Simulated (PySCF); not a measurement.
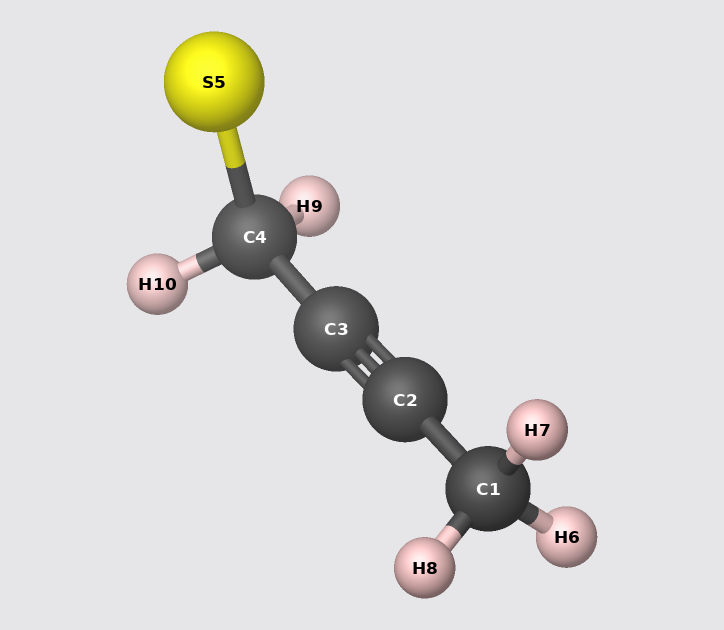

Charge 0, doublet. The computed structure is the end point of a GFN2-xTB optimisation. No frequency run is at hand to confirm it as a minimum. Computed with UKS B3LYP, pcH-1 on C H S, non-relativistic (PySCF 2.14.0). The run warned: orbitally degenerate or nearly so: second-order g, spin-orbit hyperfine and D do not apply. Fermi-contact and spin-dipolar terms alone, no spin-orbit part.

Question. Which nucleus has the largest dipolar (anisotropic) hyperfine coupling?

Answer. 33S at S5: principal values −89.7, −87.8, 177.5 MHz.

List the isotropic and dipolar parts for the most strongly coupled nuclei, one of each equivalent set. Atoms whose distances differ by more than 0.02 Å in this geometry are listed apart.

| atom | isotope | a_iso (MHz) | dipolar part (MHz) |
| --- | --- | --- | --- |
| S5 | 33S | 14.6 | −89.7, −87.8, 177.5 |
| H9 | 1H | 80.0 | −5.4, −2.3, 7.7 |
| H10 | 1H | 78.7 | −5.4, −2.3, 7.7 |
| C4 | 13C | −16.7 | −3.4, −1.8, 5.1 |
| C2 | 13C | −0.6 | −1.6, 0.5, 1.0 |
| C3 | 13C | −1.3 | −0.8, −0.7, 1.5 |
| H7 | 1H | −0.9 | −0.5, −0.5, 1.1 |
| H8 | 1H | 0.4 | −0.4, −0.4, 0.9 |
